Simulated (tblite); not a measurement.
## Run report: C$_{7}$H$_{14}$O$_{2}$P (charge −1), geometry relaxation (part 3 of 3)

C$_{7}$H$_{14}$O$_{2}$P, charge −1; GFN2-xTB geometry optimisation, gas phase (tblite 0.8.0). 

Geometry of the input (Å):
```
C  -3.6249  0.3016  -0.3878
C  -2.4305  0.5532  0.4638
C  -1.2764  -0.3604  0.0003
P  0.1777  -0.0842  0.9960
O  -0.2214  0.8139  2.1774
O  0.7178  -1.5504  1.6993
C  1.5812  0.5818  0.0907
C  2.8525  -0.2221  0.3847
C  2.8670  -0.6385  -1.0556
C  1.5654  0.1404  -1.3335
H  -3.7914  -0.8127  -0.4477
H  -4.5394  0.7563  0.0875
H  -3.4900  0.7106  -1.3934
H  -2.6160  0.3744  1.5413
H  -2.0683  1.5968  0.3445
H  -1.6179  -1.4121  0.0826
H  -1.1485  -0.1359  -1.0720
H  1.7301  1.6705  0.2361
H  3.7198  0.3792  0.6619
H  2.6298  -1.0258  1.1210
H  3.7454  -0.2479  -1.5872
H  2.7163  -1.7301  -1.2154
H  0.8079  -0.5791  -1.6305
H  1.7019  0.9402  -2.0894
```

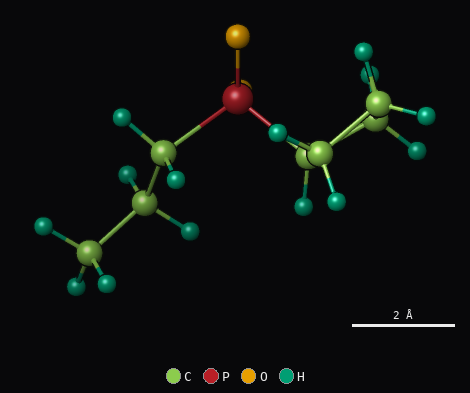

The geometry at step 174 of the log (ball-and-stick view, seen at an oblique angle).

### Trajectory as extended XYZ, continued
```
24
Properties=species:S:1:pos:R:3:forces:R:3 step=131 energy=-900.61928
C    -3.7819    0.5932   -0.1661   -0.0040   0.0030  -0.0030
C    -2.4559    0.5212    0.5845   -0.0040   0.0010  -0.0030
C    -1.3959   -0.2589   -0.1680    0.0040   0.0000   0.0110
P     0.1425   -0.4810    0.9093    0.0110  -0.0080   0.0080
O    -0.0070    0.2794    2.1830   -0.0040  -0.0070   0.0060
O     0.4757   -1.9324    0.9750   -0.0050  -0.0020  -0.0090
C     1.3977    0.3953   -0.1674    0.0040   0.0030  -0.0030
C     2.7967    0.1900    0.4199   -0.0020   0.0020  -0.0040
C     3.2111   -0.5697   -0.8467   -0.0030   0.0000   0.0010
C     1.8023   -0.3799   -1.4236   -0.0010   0.0000  -0.0020
H    -4.1716   -0.4079   -0.3488    0.0090   0.0050   0.0040
H    -4.5241    1.1501    0.4062   -0.0010   0.0050  -0.0030
H    -3.6512    1.0861   -1.1297    0.0050  -0.0010   0.0020
H    -2.6015    0.0452    1.5565   -0.0030  -0.0010  -0.0100
H    -2.0811    1.5283    0.7780   -0.0050  -0.0040  -0.0040
H    -1.7628   -1.2608   -0.4029    0.0000   0.0000   0.0040
H    -1.1446    0.2379   -1.1097   -0.0050  -0.0080   0.0040
H     1.1134    1.4363   -0.3296    0.0060   0.0020   0.0040
H     3.3702    1.0953    0.6283   -0.0020   0.0030  -0.0050
H     2.7624   -0.4277    1.3181    0.0030   0.0050   0.0000
H     4.0017   -0.0817   -1.4223    0.0000  -0.0050  -0.0040
H     3.4882   -1.6092   -0.6771    0.0030   0.0040   0.0030
H     1.2451   -1.3093   -1.5312   -0.0060   0.0010   0.0040
H     1.7587    0.1800   -2.3612    0.0010   0.0030   0.0000
24
Properties=species:S:1:pos:R:3:forces:R:3 step=142 energy=-900.62382
C    -3.7111    0.6493   -0.2164   -0.0140  -0.0260  -0.0170
C    -2.4230    0.4952    0.5874   -0.0120  -0.0020  -0.0240
C    -1.3967   -0.3739   -0.1143    0.0320   0.0100   0.0460
P     0.1638   -0.5552    0.9373    0.1260  -0.0400   0.0630
O     0.0151    0.1696    2.2323   -0.0690  -0.0230  -0.0300
O     0.5652   -1.9923    0.9675   -0.0300   0.1080  -0.0660
C     1.3527    0.4108   -0.1449    0.0350   0.0290   0.0210
C     2.7731    0.2475    0.4025    0.0000   0.0000  -0.0040
C     3.1518   -0.5610   -0.8450    0.0000  -0.0330  -0.0060
C     1.7514   -0.3243   -1.4258   -0.0170   0.0060  -0.0130
H    -4.1486   -0.3277   -0.4207   -0.0170   0.0050   0.0200
H    -4.4439    1.2494    0.3254    0.0310  -0.0190  -0.0190
H    -3.5117    1.1319   -1.1737    0.0090   0.0080   0.0170
H    -2.6439    0.0488    1.5620    0.0530   0.0830  -0.0700
H    -1.9810    1.4792    0.7650   -0.0240  -0.0680   0.0540
H    -1.7891   -1.3812   -0.2780   -0.0200   0.0360   0.0210
H    -1.1358    0.0500   -1.0885   -0.0350  -0.0150  -0.0110
H     1.0259    1.4468   -0.2669   -0.0340  -0.0630  -0.0040
H     3.3343    1.1758    0.5285    0.0150  -0.0060   0.0180
H     2.7910   -0.3163    1.3362    0.0060   0.0040  -0.0200
H     3.9713   -0.1418   -1.4343   -0.0100   0.0430  -0.0060
H     3.3748   -1.6075   -0.6435   -0.0560  -0.0030   0.0310
H     1.1682   -1.2310   -1.5784    0.0360  -0.0310  -0.0280
H     1.7346    0.2776   -2.3392   -0.0030  -0.0040   0.0260
24
Properties=species:S:1:pos:R:3:forces:R:3 step=153 energy=-900.64375
C    -3.5191    0.7598   -0.3222    0.0300  -0.0210   0.0310
C    -2.3365    0.4528    0.5975   -0.0070   0.0410  -0.0240
C    -1.4014   -0.5872    0.0080   -0.0260  -0.0110  -0.0350
P     0.2183   -0.7077    0.9622    0.0160  -0.0430   0.0250
O     0.0532   -0.1108    2.3193    0.0250  -0.0140  -0.0530
O     0.7517   -2.0956    0.8471   -0.0200   0.0550  -0.0050
C     1.2449    0.4375   -0.1136   -0.0110   0.0070   0.0110
C     2.6980    0.3851    0.3635   -0.0240  -0.0150   0.0130
C     3.0204   -0.5334   -0.8220    0.0130   0.0010   0.0270
C     1.6481   -0.2284   -1.4299    0.0120   0.0110   0.0060
H    -4.0508   -0.1594   -0.5730    0.0300   0.0430  -0.0040
H    -4.2272    1.4434    0.1484    0.0420  -0.0060   0.0350
H    -3.1723    1.2205   -1.2484   -0.0070  -0.0640   0.0260
H    -2.6936    0.0852    1.5612   -0.0150   0.0310  -0.0010
H    -1.7694    1.3655    0.7992   -0.0350  -0.0330  -0.0560
H    -1.8629   -1.5786    0.0377    0.0010   0.0140   0.0090
H    -1.1837   -0.3567   -1.0391   -0.0090   0.0040   0.0050
H     0.7907    1.4289   -0.1831    0.0180  -0.0130   0.0030
H     3.2298    1.3415    0.3373   -0.0470  -0.0310  -0.0010
H     2.8067   -0.0630    1.3532    0.0140  -0.0030  -0.0400
H     3.8831   -0.2507   -1.4306    0.0300  -0.0060   0.0210
H     3.1071   -1.5757   -0.5237    0.0070   0.0260   0.0160
H     1.0591   -1.1068   -1.6907   -0.0060   0.0230  -0.0040
H     1.6941    0.4534   -2.2838   -0.0320   0.0030  -0.0060
24
Properties=species:S:1:pos:R:3:forces:R:3 step=163 energy=-900.64825
C    -3.4726    0.7809   -0.3315   -0.0150   0.0130   0.0090
C    -2.3135    0.4385    0.5983    0.0020   0.0080   0.0030
C    -1.4088   -0.6342    0.0222   -0.0040  -0.0030   0.0020
P     0.2234   -0.7450    0.9528    0.0220  -0.0450   0.0190
O     0.0703   -0.1664    2.3184    0.0010  -0.0150  -0.0080
O     0.7760   -2.1227    0.8121   -0.0130   0.0300  -0.0030
C     1.2162    0.4337   -0.1151   -0.0200   0.0010   0.0030
C     2.6694    0.4137    0.3593   -0.0360   0.0060   0.0040
C     3.0003   -0.5189   -0.8102   -0.0090  -0.0040   0.0020
C     1.6358   -0.2110   -1.4360   -0.0070   0.0150   0.0080
H    -4.0508   -0.1111   -0.5701   -0.0030  -0.0090   0.0110
H    -4.1392    1.5100    0.1289   -0.0150   0.0130  -0.0070
H    -3.0967    1.2007   -1.2643   -0.0160  -0.0100  -0.0050
H    -2.6941    0.0987    1.5633    0.0150   0.0020  -0.0040
H    -1.7211    1.3342    0.7922    0.0250   0.0110  -0.0240
H    -1.8842   -1.6167    0.0848   -0.0030  -0.0020   0.0100
H    -1.2046   -0.4323   -1.0330   -0.0010  -0.0070  -0.0050
H     0.7388    1.4141   -0.1737    0.0010   0.0070  -0.0010
H     3.1717    1.3829    0.3065    0.0260   0.0000   0.0040
H     2.7994   -0.0120    1.3545   -0.0040  -0.0040   0.0100
H     3.8821   -0.2656   -1.4039    0.0030   0.0180  -0.0160
H     3.0601   -1.5544   -0.4872    0.0110  -0.0210   0.0030
H     1.0466   -1.0835   -1.7162    0.0310  -0.0040  -0.0160
H     1.6839    0.4861   -2.2777    0.0100  -0.0020   0.0010
24
Properties=species:S:1:pos:R:3:forces:R:3 step=174 energy=-900.66513
C    -3.5317    0.7558   -0.2819   -0.0910  -0.0140  -0.1810
C    -2.2649    0.5108    0.5298   -0.0270   0.0630   0.0140
C    -1.4310   -0.6372    0.0030    0.0030   0.0080  -0.0800
P     0.2019   -0.7811    0.9108    0.1310  -0.1680   0.0520
O     0.0667   -0.2508    2.2998    0.0000  -0.0490  -0.1080
O     0.7304   -2.1631    0.7103   -0.0060   0.1130   0.0630
C     1.2175    0.4168   -0.1149   -0.0610  -0.0030  -0.0010
C     2.6535    0.3786    0.4141   -0.1220  -0.0130  -0.1160
C     3.0367   -0.4879   -0.7913   -0.0260  -0.0110  -0.0060
C     1.6807   -0.1917   -1.4410    0.0000   0.0410   0.0660
H    -4.1571   -0.1402   -0.3175    0.0820   0.0810   0.0600
H    -4.1156    1.5673    0.1583    0.0110  -0.0500  -0.0790
H    -3.2828    1.0241   -1.3150   -0.0360  -0.0120   0.1840
H    -2.5292    0.3040    1.5687    0.0660   0.0220  -0.0050
H    -1.6529    1.4185    0.5217   -0.0420  -0.0720   0.0390
H    -1.9341   -1.6009    0.1384   -0.0440   0.1010  -0.0110
H    -1.2328   -0.5042   -1.0653   -0.0290  -0.0600   0.0120
H     0.7386    1.3984   -0.1639    0.0560  -0.0130  -0.0060
H     3.1603    1.3446    0.4228    0.0160   0.0610   0.0840
H     2.7303   -0.0986    1.3925    0.0580   0.0210  -0.0470
H     3.9113   -0.1601   -1.3596    0.0360  -0.0610   0.0480
H     3.1281   -1.5362   -0.5220    0.0590  -0.0200  -0.0160
H     1.1218   -1.0729   -1.7577    0.0070   0.0600   0.0170
H     1.7426    0.5257   -2.2655   -0.0380  -0.0260   0.0190
24
Properties=species:S:1:pos:R:3:forces:R:3 step=185 energy=-900.68855
C    -3.5695    0.7337   -0.2236   -0.0300   0.0280  -0.0150
C    -2.1935    0.6062    0.4245   -0.0370  -0.0170  -0.0140
C    -1.4548   -0.6338   -0.0383   -0.0020  -0.0010  -0.0140
P     0.1797   -0.8517    0.8610   -0.0310   0.0250  -0.0110
O     0.0256   -0.3868    2.2690    0.0100   0.0000   0.0120
O     0.6993   -2.2253    0.6095    0.0110   0.0040  -0.0160
C     1.2128    0.3886   -0.0922   -0.0110  -0.0080  -0.0200
C     2.6368    0.3494    0.4610    0.0200  -0.0080   0.0100
C     3.0660   -0.4511   -0.7729    0.0200   0.0020   0.0050
C     1.7106   -0.1614   -1.4296    0.0250  -0.0200  -0.0020
H    -4.1636   -0.1608   -0.0342    0.0300   0.0300  -0.0110
H    -4.1154    1.5937    0.1675    0.0310  -0.0030   0.0090
H    -3.4726    0.8575   -1.3033   -0.0070  -0.0350   0.0260
H    -2.2932    0.5498    1.5100    0.0180   0.0210  -0.0150
H    -1.5967    1.4934    0.1960   -0.0320  -0.0270   0.0050
H    -2.0371   -1.5284    0.2087    0.0220   0.0050  -0.0230
H    -1.3010   -0.6211   -1.1220    0.0090  -0.0120   0.0560
H     0.7430    1.3731   -0.1198   -0.0190  -0.0010   0.0170
H     3.1195    1.3259    0.5441    0.0170   0.0200   0.0010
H     2.7195   -0.1758    1.4126   -0.0210  -0.0140   0.0160
H     3.9527   -0.0813   -1.2955   -0.0270  -0.0080  -0.0320
H     3.1902   -1.5085   -0.5498   -0.0050   0.0140  -0.0090
H     1.1774   -1.0466   -1.7755   -0.0040   0.0340   0.0000
H     1.7527    0.5811   -2.2327    0.0150  -0.0280   0.0230
24
Properties=species:S:1:pos:R:3:forces:R:3 step=196 energy=-900.69529
C    -3.5874    0.6961   -0.2104    0.0260  -0.0070   0.0050
C    -2.1642    0.6348    0.3380   -0.0150   0.0040  -0.0040
C    -1.4444   -0.6409   -0.0497   -0.0030  -0.0020  -0.0200
P     0.1776   -0.8523    0.8694   -0.0110   0.0300   0.0040
O    -0.0017   -0.4076    2.2814    0.0080  -0.0240   0.0030
O     0.7113   -2.2170    0.6007    0.0010  -0.0200   0.0170
C     1.2228    0.4068   -0.0415    0.0150   0.0030   0.0010
C     2.6528    0.3029    0.4912    0.0200  -0.0070  -0.0030
C     3.0467   -0.4451   -0.7878   -0.0040   0.0010  -0.0030
C     1.6897   -0.0949   -1.4082    0.0050  -0.0040   0.0000
H    -4.1718   -0.1494    0.1510    0.0080   0.0200  -0.0030
H    -4.0831    1.6167    0.0979   -0.0190   0.0020   0.0040
H    -3.5770    0.6614   -1.3001   -0.0060  -0.0090   0.0050
H    -2.1771    0.6884    1.4282   -0.0090   0.0100  -0.0080
H    -1.6028    1.4997   -0.0266    0.0000  -0.0300   0.0060
H    -2.0398   -1.5133    0.2419    0.0110   0.0140   0.0010
H    -1.2807   -0.6958   -1.1288   -0.0120  -0.0010   0.0040
H     0.7763    1.4020   -0.0079   -0.0040  -0.0060  -0.0140
H     3.1614    1.2613    0.6232    0.0140  -0.0060  -0.0080
H     2.7295   -0.2781    1.4109   -0.0130   0.0060   0.0080
H     3.9266   -0.0691   -1.3172    0.0010  -0.0020   0.0210
H     3.1507   -1.5146   -0.6189    0.0100   0.0170  -0.0010
H     1.1288   -0.9501   -1.7820   -0.0090   0.0140  -0.0210
H     1.7440    0.6776   -2.1804   -0.0150  -0.0020   0.0070
24
Properties=species:S:1:pos:R:3:forces:R:3 step=207 energy=-900.69680
C    -3.5915    0.6847   -0.2000   -0.0090   0.0020  -0.0010
C    -2.1478    0.6501    0.2919    0.0000  -0.0070   0.0020
C    -1.4481   -0.6504   -0.0488   -0.0020  -0.0010  -0.0040
P     0.1755   -0.8631    0.8673    0.0000   0.0020   0.0000
O    -0.0069   -0.4349    2.2839    0.0020   0.0030   0.0000
O     0.7092   -2.2261    0.5887    0.0020  -0.0020  -0.0030
C     1.2254    0.4081   -0.0234   -0.0020   0.0010  -0.0040
C     2.6554    0.2826    0.5053   -0.0030   0.0030   0.0040
C     3.0425   -0.4378   -0.7909   -0.0010  -0.0030   0.0040
C     1.6894   -0.0590   -1.4033    0.0010  -0.0020  -0.0020
H    -4.1666   -0.1216    0.2528    0.0030   0.0000   0.0030
H    -4.0691    1.6315    0.0539   -0.0010   0.0020   0.0020
H    -3.6300    0.5611   -1.2823    0.0030   0.0010  -0.0070
H    -2.1197    0.7698    1.3764    0.0050  -0.0030   0.0050
H    -1.5980    1.4868   -0.1467    0.0000   0.0000  -0.0040
H    -2.0509   -1.5019    0.2858    0.0040   0.0070   0.0050
H    -1.2993   -0.7538   -1.1260    0.0010   0.0000  -0.0030
H     0.7825    1.4039    0.0324    0.0020  -0.0030   0.0050
H     3.1746    1.2325    0.6565   -0.0040   0.0020   0.0010
H     2.7251   -0.3180    1.4130    0.0030   0.0010   0.0000
H     3.9286   -0.0574   -1.3063   -0.0040   0.0010  -0.0030
H     3.1376   -1.5113   -0.6473   -0.0020  -0.0030  -0.0040
H     1.1205   -0.8942   -1.8094    0.0010   0.0000   0.0010
H     1.7498    0.7385   -2.1493    0.0030  -0.0010   0.0030
```

### Summary

| quantity | value |
| --- | --- |
| outcome | converged |
| total energy | −900.6968 eV |
| hardware | 1 CPU thread, shared host |
| peak memory | 0.18 GiB |
